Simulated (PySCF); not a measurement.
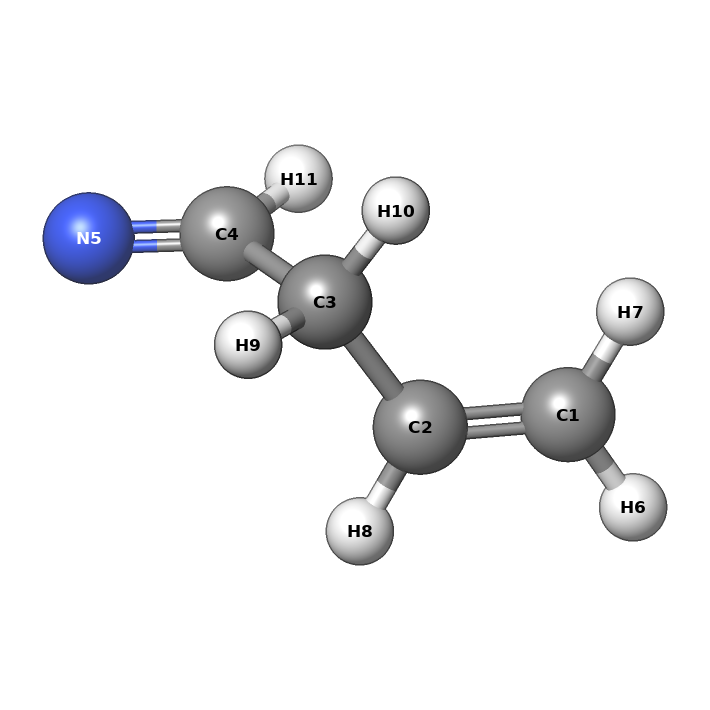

State: neutral, doublet. The geometry was computed by an optimisation with GFN2-xTB. No frequency run is at hand to confirm it as a minimum. Level of theory: UKS B3LYP, pcH-1 on C H N, non-relativistic (PySCF 2.14.0).

Give the isotropic hyperfine couplings (Fermi-contact term alone) of C1, C2, C3, C4, N5, H6, H7, H8, H9, H10, H11.

```
atom  isotope  a_iso (MHz)
  C1      13C          4.8
  C2      13C         −7.3
  C3      13C        103.9
  C4      13C        −69.9
  N5      14N         21.4
  H6       1H          0.3
  H7       1H         −0.4
  H8       1H          0.7
  H9       1H        −10.4
 H10       1H         −6.6
 H11       1H        246.4
```
